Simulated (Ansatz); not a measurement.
## Electronic structure of AlAsBH$_{2}$Si (charge −1) in real space

The calculation's input:

```
crystal:
  periodic: [false, false, false]
  atoms:
    - symbol: Al
      position_ang: [-1.577478, -1.106558, -1.258914]
    - symbol: As
      position_ang: [-0.719450, -1.612064, -3.393433]
    - symbol: B
      position_ang: [-2.722419, -1.474333, -3.392642]
    - symbol: Si
      position_ang: [-3.026250, -2.821846, -1.983664]
    - symbol: H
      position_ang: [-3.401682, -0.949121, -4.249599]
    - symbol: H
      position_ang: [-1.158551, -0.018396, -0.153545]
basis:
  gaussian:
    orbitals: def2-TZVPD
total_charge: -1
hamiltonian:
  xc: {name: PBE0}
output: {forces: true, orbitals: {seedname: orbitals}}
```

Launched as:

```sh
ansatz run input.yaml --threads 2 --pin off --max-ram 4350MiB --events-out events.jsonl --progress --plain --runs-dir runs
```

Geometry: PBE0-D3(BJ)/def2-SVPD.

Level of theory: isolated molecule in a Gaussian basis; Kohn-Sham density functional theory, functional PBE0 in Ansatz 0.2.0.

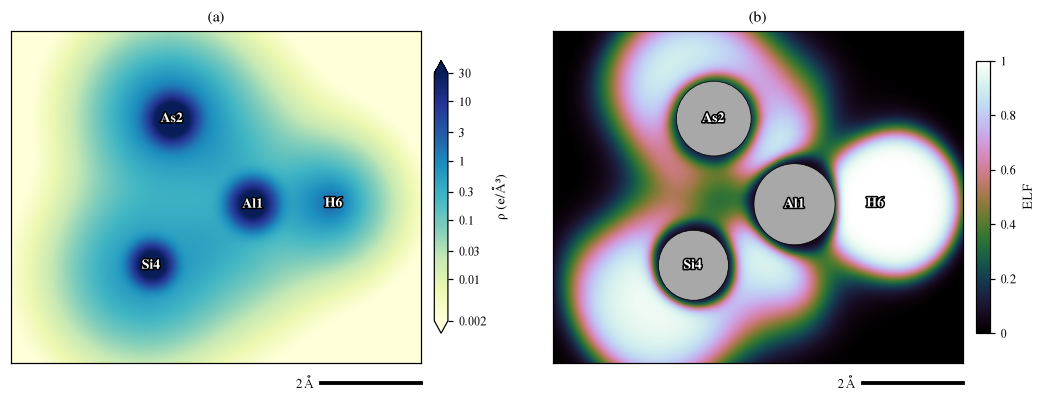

Figure 1. (a) total electron density; (b) ELF on the plane of atoms Si4, Al1 and H6. Grey discs cover the atomic cores in the ELF map.

Interpret the plot.

The section cuts through Al, As, Si and H sites.
Al–As (2.36 Å): the density is about 0.5 e/Å³ at the midpoint; the ELF peaks at about 0.75 in the valence shell of As, 1.2 Å from its nucleus, and is about 0.75 at the midpoint.
Al–Si (2.36 Å): ρ at the midpoint is about 0.43 e/Å³; the ELF peaks at about 0.75 in the valence shell of Si, 1.2 Å from its nucleus, and is about 0.75 at the midpoint.
Al–H (1.61 Å): the density is about 0.51 e/Å³ at the midpoint; the ELF climbs to about 1 towards the hydrogen.
The ELF also peaks beside Si4 and As2, away from the bonds: lone-pair regions.

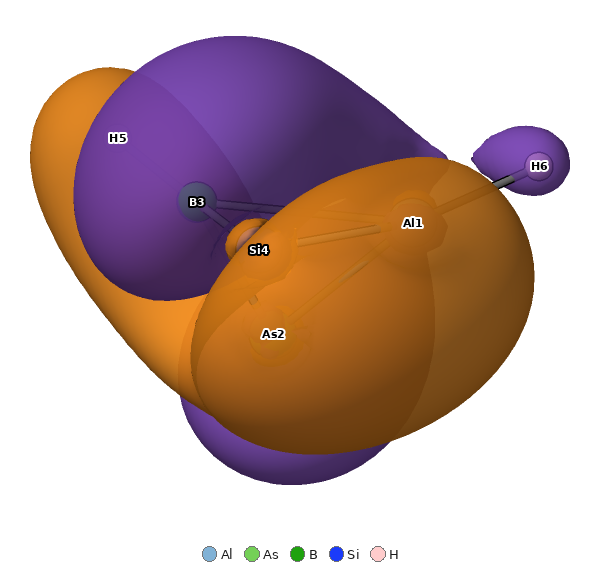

Figure 2. The HOMO−1 at ±0.05 Å⁻³ᐟ² (orange and purple are the two phases), seen from one side.

Describe this orbital and give its energy.

By Hirshfeld shares it lies mainly on Si4 (about 40 %), B3 (about 20 %), As2 (about 20 %) and Al1 (about 15 %). Its energy is −1.71 eV.

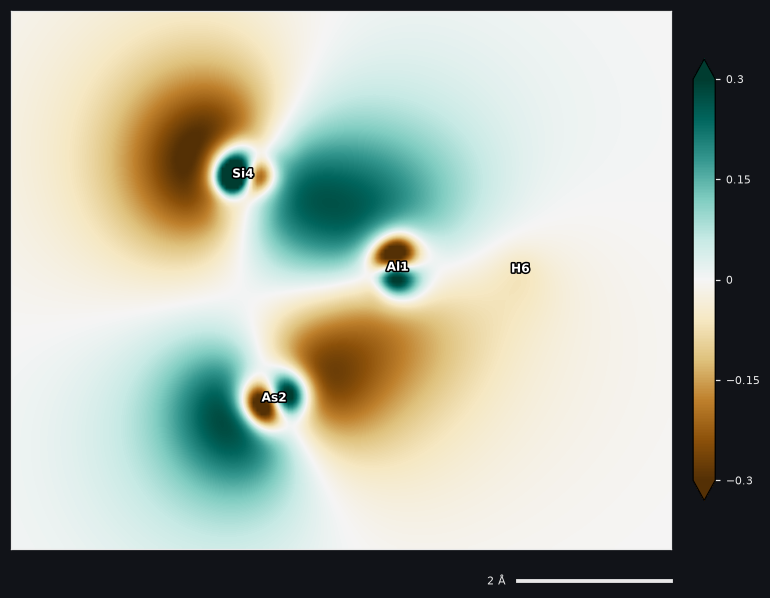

Figure 3. The HOMO on the plane of atoms As2, Al1 and H6 (values in Å⁻³ᐟ²; the overall sign is arbitrary).

What is the character of this orbital?

By Hirshfeld shares it lies mainly on Si4 (about 40 %), As2 (about 30 %) and Al1 (about 20 %). Its energy is −0.98 eV.
